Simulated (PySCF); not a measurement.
```xyz
21

B     3.9773    0.1597    0.7131
B     3.8324   -1.0120   -0.4056
S     2.2451   -1.4705   -1.0595
Si    0.7934   -0.2031   -0.0667
C    -0.8830   -0.7408   -0.7733
B    -1.9812    0.1224   -0.0765
C    -2.3083    1.5709   -0.6078
C    -2.7124   -0.4349    1.2051
H     4.1289    1.2887    0.4292
H     3.9150   -0.0531    1.8662
H     4.7079   -1.6414   -0.8746
H     1.1247    1.1899   -0.3712
H     0.9038   -0.4247    1.3764
H    -0.9919   -1.8108   -0.5933
H    -0.8403   -0.5970   -1.8532
H    -3.3788    1.7608   -0.6621
H    -1.9119    2.3074    0.0919
H    -1.8804    1.7924   -1.5825
H    -2.0788   -1.0931    1.7961
H    -3.1007    0.3414    1.8603
H    -3.5696   -1.0351    0.8970
```

Geometry: GFN2-xTB.

The calculation used PBE0/pcSseg-1, SCF density, gas phase, non-relativistic (PySCF).

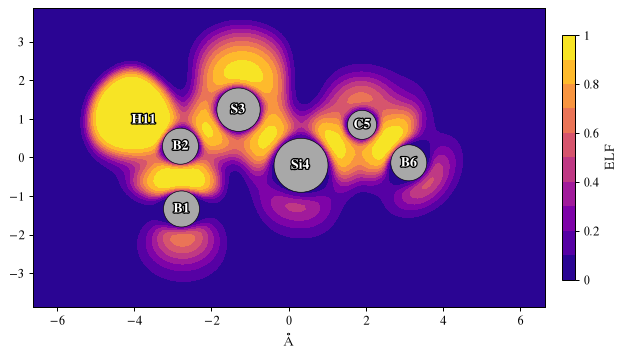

C₃H₁₃B₃SSi (SMILES BBS[SiH2]CB(C)C). Electron localisation function on the plane of atoms S3, B2 and H11. Grey discs cover the atomic cores.

### Read the bonding off the picture.

- The plane passes through B, S, Si, C and H nuclei.
- C–B (1.56 Å): the ELF peaks at about 0.95 between the atoms (a shared electron pair).
- B–B (1.63 Å): the ELF peaks at about 1 between the atoms: a shared electron pair.
- B–S (1.78 Å): the ELF peaks at about 0.90 between the atoms; a covalent bond.
- C–Si (1.90 Å): the ELF peaks at about 0.95 between the atoms; localised, covalent bonding.
- Si–S (2.17 Å): the ELF peaks at about 0.95 between the atoms, as expected for a covalent bond.
- The ELF also peaks beside S3, away from the bonds: lone-pair regions.
